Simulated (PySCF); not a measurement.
# Zn₂H₂O₂: core-level calculation

The run: core-level calculation of Zn₂H₂O₂. Method and program: delta-SCF UKS SCAN, pcX-2 on the ionised atom, pcseg-1 elsewhere, spin-free X2C (PySCF 2.14.0).

Figures and captions count atoms from 1; the log counts them from 0 in places.

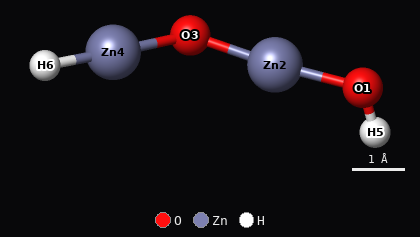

The input geometry (ball-and-stick view, seen at a tilt; atoms are numbered from 1 in the order of the input). Sticks mark near contacts. Bond lengths as drawn: H–O 0.96 Å, H–Zn 1.52 Å and O–Zn 1.75 to 1.77 Å.

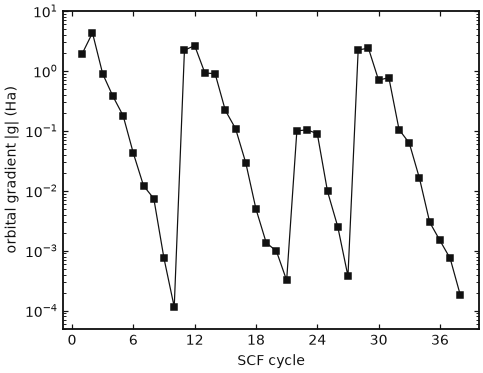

Convergence of the self-consistent field: orbital gradient |g| against the SCF cycle. All cycles printed in the log are drawn one after another.

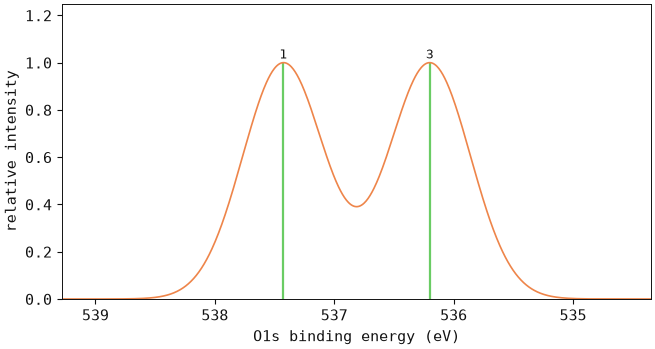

O1s binding energies by ΔSCF of the atoms computed, labelled by atom number, with a Gaussian envelope of 0.8 eV full width. They run from 536.20 eV (atom 3) to 537.43 eV (atom 1).

The input that produced these results follows, with the program's output.

Input file:
```
{"job": {"kind": "xps", "holes": 5}, "charge": 0, "multiplicity": 1}
O      2.320586    -0.586117     1.125988
Zn     0.993995    -0.083703     0.066227
O     -0.255396     0.535795    -0.987887
Zn    -1.987822     0.729592    -0.770190
H      2.440913    -1.539379     1.176583
H     -3.491226     0.911835    -0.633871
```

The first line tells a small driver script what to run in PySCF; the rest is the geometry in Å.

Launch command:
```bash
OMP_NUM_THREADS=1 python <driver script> task.json out
```

What the program printed:
```
ground state, core basis on atom 0 (O), 131 functions
  cycle   1  E = -3735.83489081  |g| = 1.95e+00
  cycle   2  E = -3732.10139862  |g| = 4.32e+00
  cycle   3  E = -3736.27925026  |g| = 8.96e-01
  cycle   4  E = -3736.42188141  |g| = 3.78e-01
  cycle   5  E = -3736.44014458  |g| = 1.79e-01
  cycle   6  E = -3736.44619029  |g| = 4.23e-02
  cycle   7  E = -3736.44653118  |g| = 1.21e-02
  cycle   8  E = -3736.44653959  |g| = 7.43e-03
  cycle   9  E = -3736.44655807  |g| = 7.42e-04
  cycle  10  E = -3736.44655288  |g| = 1.15e-04
  E(ground) = -3736.81800702 Eh
hole in O 1s of atom 0
  cycle   1  E = -3715.87041861  |g| = 2.22e+00
  cycle   2  E = -3713.46756491  |g| = 2.65e+00
  cycle   3  E = -3716.31105141  |g| = 9.25e-01
  cycle   4  E = -3716.36044272  |g| = 9.00e-01
  cycle   5  E = -3716.67295991  |g| = 2.20e-01
  cycle   6  E = -3716.69052716  |g| = 1.09e-01
  cycle   7  E = -3716.69402616  |g| = 2.93e-02
  cycle   8  E = -3716.69435968  |g| = 4.95e-03
  cycle   9  E = -3716.69437282  |g| = 1.36e-03
  cycle  10  E = -3716.69437559  |g| = 9.83e-04
  cycle  11  E = -3716.69437402  |g| = 3.20e-04
  E(ion) = -3717.06796002 Eh   <S^2> = 0.7629   hole on atom = 1.000   binding energy = 537.426 eV
ground state, core basis on atom 2 (O), 131 functions
  cycle   1  E = -3736.44900069  |g| = 1.00e-01
  cycle   2  E = -3736.44731857  |g| = 1.04e-01
  cycle   3  E = -3736.44782109  |g| = 8.98e-02
  cycle   4  E = -3736.44932399  |g| = 9.75e-03
  cycle   5  E = -3736.44933699  |g| = 2.52e-03
  cycle   6  E = -3736.44933798  |g| = 3.76e-04
  E(ground) = -3736.81986661 Eh
hole in O 1s of atom 2
  cycle   1  E = -3715.88510032  |g| = 2.24e+00
  cycle   2  E = -3715.11937016  |g| = 2.40e+00
  cycle   3  E = -3716.55238354  |g| = 7.01e-01
  cycle   4  E = -3716.48923584  |g| = 7.75e-01
  cycle   5  E = -3716.73830297  |g| = 1.05e-01
  cycle   6  E = -3716.74206799  |g| = 6.26e-02
  cycle   7  E = -3716.74329347  |g| = 1.61e-02
  cycle   8  E = -3716.74339218  |g| = 2.98e-03
  cycle   9  E = -3716.74339670  |g| = 1.48e-03
  cycle  10  E = -3716.74339591  |g| = 7.43e-04
  cycle  11  E = -3716.74339654  |g| = 1.80e-04
  E(ion) = -3717.11492589 Eh   <S^2> = 0.7658   hole on atom = 1.000   binding energy = 536.199 eV
```

Results in brief:

- outcome: converged
- hardware: 1 CPU thread, shared host
- wall time: 8.4 s
- peak memory: 0.46 GiB
